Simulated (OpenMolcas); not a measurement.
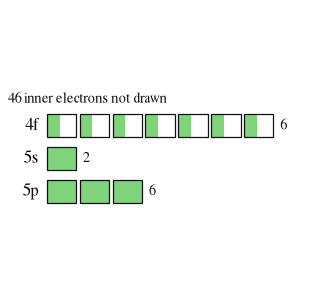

**Figure 1.** The outer shells of the leading configuration of the lowest level: a box for each of the 2l + 1 orbitals, shaded by the share of the shell that is filled, with the electron count at the right.

## Eu³⁺ complex: multiconfigurational calculation (part 1 of 2)

System: Eu³⁺ with 4 ligands (I; tetrahedron, 2.95 Å), neutralised by 4 outer point charges of +0.25 e, whose field is part of the energies.
Method: state-averaged CASSCF, active space 6 electrons in the shell 4f, basis ANO-RCC-VDZP on the metal and ANO-RCC-VDZP on the ligands, DKH2 scalar Hamiltonian, spin-orbit coupling by RASSI with atomic mean-field integrals (OpenMolcas).

## The input
```
&GATEWAY
Coord
5

Eu 0.0 0.0 0.0
I 1.703183 1.703183 1.703183
I 1.703183 -1.703183 -1.703183
I -1.703183 1.703183 -1.703183
I -1.703183 -1.703183 1.703183
Basis=Eu.ANO-RCC-VDZP,I.ANO-RCC-VDZP
Group=NoSym
NoMove
AngMom=0.0 0.0 0.0
AMFI
RICD
XField
4 Angstrom 0
3.204294 3.204294 3.204294 0.250000
3.204294 -3.204294 -3.204294 0.250000
-3.204294 3.204294 -3.204294 0.250000
-3.204294 -3.204294 3.204294 0.250000
&SEWARD
&RASSCF
FileOrb=start.orb
Symmetry=1
Spin=7
nActEl=6 0 0
Inactive=135
Ras2=7
CIRoot=7 7 1
SDav=7
CIMx=300
Iter=150 100
PrWF=0.3
OrbListing=Nothing
MaxOrb=0
LevShft=1.0
>>> COPY $Project.JobIph JOB001
&RASSCF
FileOrb=start.orb
Symmetry=1
Spin=5
nActEl=6 0 0
Inactive=135
Ras2=7
CIRoot=140 140 1
SDav=140
CIMx=300
Iter=150 100
PrWF=0.3
OrbListing=Nothing
MaxOrb=0
CIOnly
LevShft=1.0
>>> COPY $Project.JobIph JOB002
&RASSCF
FileOrb=start.orb
Symmetry=1
Spin=3
nActEl=6 0 0
Inactive=135
Ras2=7
CIRoot=162 162 1
SDav=588
CIMx=300
Iter=150 100
PrWF=0.3
OrbListing=Nothing
MaxOrb=0
CIOnly
LevShft=1.0
>>> COPY $Project.JobIph JOB003
&RASSI
NrOfJobIphs=3 7 77 3
1 2 3 4 5 6 7
1 2 3 4 5 6 7 8 9 10 11 12 13 14 15 16 17 18 19 20 21 22 23 24 25 26 27
28 29 30 31 32 33 34 35 36 37 38 39 40 41 42 43 44 45 46 47 48 49 50 51
52 53 54 55 56 57 58 59 60 61 62 63 64 65 66 67 68 69 70 71 72 73 74 75
76 77
1 2 3
IphNames
JOB001
JOB002
JOB003
EJob
SpinOrbit
DIPRint=1.0
SOCoupling=1000.0
Subsets=2
Property=9
'ANGMOM' 1 'ANGMOM' 2 'ANGMOM' 3 'MLTPL  1' 1 'MLTPL  1' 2 'MLTPL  1' 3
'AMFI' 1 'AMFI' 2 'AMFI' 3
SOProperty=3
'ANGMOM' 1 'ANGMOM' 2 'ANGMOM' 3
```

The file start.orb holds starting orbitals from an earlier step. A driver script formed the levels outside the program, from RASSI's spin-orbit matrix and the active-space energies, averaged over the components of each term or state.

Hardware: 1 thread of Arm Neoverse V2, 24 GiB of memory available, shared host.

Run as:
```bash
OMP_NUM_THREADS=1 MOLCAS_MEM=2457 MOLCAS_PROJECT=a pymolcas a.inp > a.log  # once for each step of the input, in one work folder
```

## The program's output (extracts)
```
--- SEWARD ---
Basis set label: EU.ANO-RCC...7S6P4D2F1G.

      Electronic valence basis set:
      ------------------
      Associated Effective Charge  63.000000 au
      Associated Actual Charge     63.000000 au
      Nuclear Model: Point charge

      Shell  nPrim  nBasis  Cartesian Spherical Contaminant
         s      25       7        X
         p      22       6        X
         d      15       4                 X
         f      11       2                 X
         g       4       1                 X
                  Relativistic Douglas-Kroll-Hess integrals:
                    - DKH order of Hamiltonian: 2
                    - DKH order of Properties : 0
                  Atomic mean-field integrals
--- RASSCF ---
Wave function specifications:
      -----------------------------

      Number of closed shell electrons         270
      Number of electrons in active shells       6
      Max number of holes in RAS1 space          0
      Max nr of electrons in RAS3 space          0
      Number of inactive orbitals              135
      Number of active orbitals                  7
      Number of secondary orbitals              98
      Spin quantum number                      3.0
      State symmetry                             1
Orbital specifications:
      -----------------------

      Symmetry species                           1
                                                 a
      Frozen orbitals                            0
      Inactive orbitals                        135
      Active orbitals                            7
      RAS1 orbitals                              0
      RAS2 orbitals                              7
      RAS3 orbitals                              0
      Secondary orbitals                        98
      Deleted orbitals                           0
      Number of basis functions                240
      Number of CSFs                             7
      Number of root(s) required                 7
      Iter CI   SX   CI       RASSCF       Energy    max ROT     max BLB   max BLB  Level Ln srch  Step   QN
          iter iter root      energy       change     param      element    value   shift minimum  type update
 Nr of preliminary CI iterations:   1
      Total energies have been shifted. Add               -39000.00 au
        1   1    9    0  -278.41515464    0.00E+00  -5.36E-02   27 176 1 -2.57E-01*  1.34   0.00    SX    NO
        2   1    9    0  -278.73933551   -3.24E-01*  2.45E-02   17 175 1 -8.28E-02*  0.92   0.00    SX    NO
        3   1    9    0  -278.84231876   -1.03E-01*  1.80E-02   90 144 1  4.78E-02*  0.88   0.00    SX    NO
        4   1    9    0  -278.88022408   -3.79E-02*  1.24E-02   90 144 1  3.17E-02*  0.81   0.00    SX    NO
        5   1    9    0  -278.89534865   -1.51E-02*  1.48E-02   90 144 1  2.05E-02*  0.79   2.40    LS   YES
        6   1    9    0  -278.90327227   -7.92E-03* -5.23E-03   21 170 1  1.27E-02*  0.77   1.17    QN   YES
        7   1    8    0  -278.90512324   -1.85E-03* -3.19E-03   27 167 1 -6.49E-03*  0.78   1.48    QN   YES
        8   1    8    0  -278.90589252   -7.69E-04*  8.62E-04   26 175 1 -1.56E-03*  0.77   1.20    QN   YES
        9   1    8    0  -278.90599021   -9.77E-05* -4.93E-04   20 169 1 -1.04E-03*  0.77   1.35    QN   YES
       10   1    7    0  -278.90601596   -2.58E-05* -3.03E-04   27 167 1  5.14E-04*  0.77   1.42    QN   YES
       11   1    7    0  -278.90602282   -6.86E-06*  1.31E-04   20 169 1  1.86E-04*  0.77   1.31    QN   YES
       12   1    6    0  -278.90602411   -1.29E-06*  6.45E-05   27 167 1 -9.87E-05   0.77   1.37    QN   YES
       13   1    6    0  -278.90602440   -2.90E-07* -2.94E-05   27 167 1 -5.76E-05   0.77   1.31    QN   YES
       14   1    5    0  -278.90602446   -5.43E-08* -4.41E-05   22 171 1 -1.81E-05   0.77   2.50    LS   YES
       15   1    6    0  -278.90602441    5.01E-08* -2.51E-05   26 166 1  6.51E-05   0.77   0.19    LS   YES
       16   1    5    0  -278.90602446   -5.23E-08* -6.99E-06   20 169 1 -2.73E-05   0.77   1.15    QN   YES
       17   1    5    0  -278.90602447   -7.08E-09  -1.05E-05   26 166 1  8.43E-06   0.77   2.50    LS   YES
      Convergence after 17 iterations
       18   1    5    0  -278.90602445    1.18E-08* -1.05E-05   22 171 1  2.19E-05   0.77   2.50    LS   YES
      Natural orbitals and occupation numbers for root  1
      sym 1:   1.000000   0.000000   1.000000   1.000000   1.000000   1.000000   1.000000
      Natural orbitals and occupation numbers for root  2
      sym 1:   1.000000   1.000000  -0.000000   1.000000   1.000000   1.000000   1.000000
      Natural orbitals and occupation numbers for root  3
      sym 1:   1.000000   1.000000   0.000000   1.000000   1.000000   1.000000   1.000000
::    RASSCF root number  1 Total energy: -39278.90630258
::    RASSCF root number  2 Total energy: -39278.90609093
::    RASSCF root number  3 Total energy: -39278.90609093
::    RASSCF root number  4 Total energy: -39278.90609093
::    RASSCF root number  5 Total energy: -39278.90586527
::    RASSCF root number  6 Total energy: -39278.90586527
::    RASSCF root number  7 Total energy: -39278.90586527
--- RASSCF ---
Wave function specifications:
      -----------------------------

      Number of closed shell electrons         270
      Number of electrons in active shells       6
      Max number of holes in RAS1 space          0
      Max nr of electrons in RAS3 space          0
      Number of inactive orbitals              135
      Number of active orbitals                  7
      Number of secondary orbitals              98
      Spin quantum number                      2.0
      State symmetry                             1
Orbital specifications:
      -----------------------

      Symmetry species                           1
                                                 a
      Frozen orbitals                            0
      Inactive orbitals                        135
      Active orbitals                            7
      RAS1 orbitals                              0
      RAS2 orbitals                              7
      RAS3 orbitals                              0
      Secondary orbitals                        98
      Deleted orbitals                           0
      Number of basis functions                240
      Number of CSFs                           140
      Number of root(s) required               140
      Iter CI   SX   CI       RASSCF       Energy    max ROT     max BLB   max BLB  Level Ln srch  Step   QN
          iter iter root      energy       change     param      element    value   shift minimum  type update
 Nr of preliminary CI iterations:   1
        1   1    0    0-39278.68394261    0.00E+00   0.00E+00  141 153 1 -1.72E-02*  0.00   0.00    SX    NO
      Natural orbitals and occupation numbers for root  1
      sym 1:   0.936205   0.813875   0.785071   0.878138   0.932459   0.783879   0.870373
      Natural orbitals and occupation numbers for root  2
      sym 1:   0.813875   0.798032   0.946560   0.847649   0.945185   0.795894   0.852807
      Natural orbitals and occupation numbers for root  3
      sym 1:   0.923965   0.875128   0.777303   0.911471   0.911453   0.823364   0.777316
::    RASSCF root number  1 Total energy: -39278.79608418
::    RASSCF root number  2 Total energy: -39278.79608418
::    RASSCF root number  3 Total energy: -39278.79601890
::    RASSCF root number  4 Total energy: -39278.79601890
::    RASSCF root number  5 Total energy: -39278.79601890
::    RASSCF root number  6 Total energy: -39278.78032164
::    RASSCF root number  7 Total energy: -39278.78032164
::    RASSCF root number  8 Total energy: -39278.78031073
::    RASSCF root number  9 Total energy: -39278.78031073
::    RASSCF root number 10 Total energy: -39278.78031073
::    RASSCF root number 11 Total energy: -39278.78025295
::    RASSCF root number 12 Total energy: -39278.78017758
::    RASSCF root number 13 Total energy: -39278.78017758
::    RASSCF root number 14 Total energy: -39278.78017758
::    RASSCF root number 15 Total energy: -39278.78016887
::    RASSCF root number 16 Total energy: -39278.78016887
::    RASSCF root number 17 Total energy: -39278.78016887
::    RASSCF root number 18 Total energy: -39278.78013135
::    RASSCF root number 19 Total energy: -39278.78013135
::    RASSCF root number 20 Total energy: -39278.78009995
::    RASSCF root number 21 Total energy: -39278.78009995
::    RASSCF root number 22 Total energy: -39278.78009995
::    RASSCF root number 23 Total energy: -39278.77446795
::    RASSCF root number 24 Total energy: -39278.77446795
::    RASSCF root number 25 Total energy: -39278.77446795
::    RASSCF root number 26 Total energy: -39278.77446361
::    RASSCF root number 27 Total energy: -39278.77446361
::    RASSCF root number 28 Total energy: -39278.77441772
::    RASSCF root number 29 Total energy: -39278.77441772
::    RASSCF root number 30 Total energy: -39278.77441772
--- RASSCF ---
Wave function specifications:
      -----------------------------

      Number of closed shell electrons         270
      Number of electrons in active shells       6
      Max number of holes in RAS1 space          0
      Max nr of electrons in RAS3 space          0
      Number of inactive orbitals              135
      Number of active orbitals                  7
      Number of secondary orbitals              98
      Spin quantum number                      1.0
      State symmetry                             1
Orbital specifications:
      -----------------------

      Symmetry species                           1
                                                 a
      Frozen orbitals                            0
      Inactive orbitals                        135
      Active orbitals                            7
      RAS1 orbitals                              0
      RAS2 orbitals                              7
      RAS3 orbitals                              0
      Secondary orbitals                        98
      Deleted orbitals                           0
      Number of basis functions                240
      Number of CSFs                           588
      Number of root(s) required               162
      Iter CI   SX   CI       RASSCF       Energy    max ROT     max BLB   max BLB  Level Ln srch  Step   QN
          iter iter root      energy       change     param      element    value   shift minimum  type update
 Nr of preliminary CI iterations:   1
        1   1    0    0-39278.67643257    0.00E+00   0.00E+00  141 153 1 -1.84E-02*  0.00   0.00    SX    NO
      Natural orbitals and occupation numbers for root  1
      sym 1:   0.872207   0.839007   0.846479   0.850911   0.869197   0.865956   0.856243
      Natural orbitals and occupation numbers for root  2
      sym 1:   0.872638   0.838440   0.848472   0.850232   0.867725   0.866835   0.855658
      Natural orbitals and occupation numbers for root  3
      sym 1:   0.855466   0.838664   0.847229   0.872491   0.868302   0.866583   0.851264
::    RASSCF root number  1 Total energy: -39278.70316267
::    RASSCF root number  2 Total energy: -39278.70316267
::    RASSCF root number  3 Total energy: -39278.70316267
::    RASSCF root number  4 Total energy: -39278.69784607
::    RASSCF root number  5 Total energy: -39278.69784607
::    RASSCF root number  6 Total energy: -39278.69784607
::    RASSCF root number  7 Total energy: -39278.69782308
::    RASSCF root number  8 Total energy: -39278.69781659
::    RASSCF root number  9 Total energy: -39278.69781659
::    RASSCF root number 10 Total energy: -39278.69781658
::    RASSCF root number 11 Total energy: -39278.69780791
::    RASSCF root number 12 Total energy: -39278.69780791
::    RASSCF root number 13 Total energy: -39278.69773862
::    RASSCF root number 14 Total energy: -39278.69773862
::    RASSCF root number 15 Total energy: -39278.69773862
::    RASSCF root number 16 Total energy: -39278.69762012
::    RASSCF root number 17 Total energy: -39278.69762012
::    RASSCF root number 18 Total energy: -39278.69762012
::    RASSCF root number 19 Total energy: -39278.69761845
::    RASSCF root number 20 Total energy: -39278.69761845
::    RASSCF root number 21 Total energy: -39278.69758755
::    RASSCF root number 22 Total energy: -39278.69758755
::    RASSCF root number 23 Total energy: -39278.69758755
::    RASSCF root number 24 Total energy: -39278.69756419
::    RASSCF root number 25 Total energy: -39278.69756419
::    RASSCF root number 26 Total energy: -39278.69756419
::    RASSCF root number 27 Total energy: -39278.69346187
::    RASSCF root number 28 Total energy: -39278.69346187
::    RASSCF root number 29 Total energy: -39278.69346187
::    RASSCF root number 30 Total energy: -39278.69346047
```

(Continued in part 2.) Outcome of the run: converged.
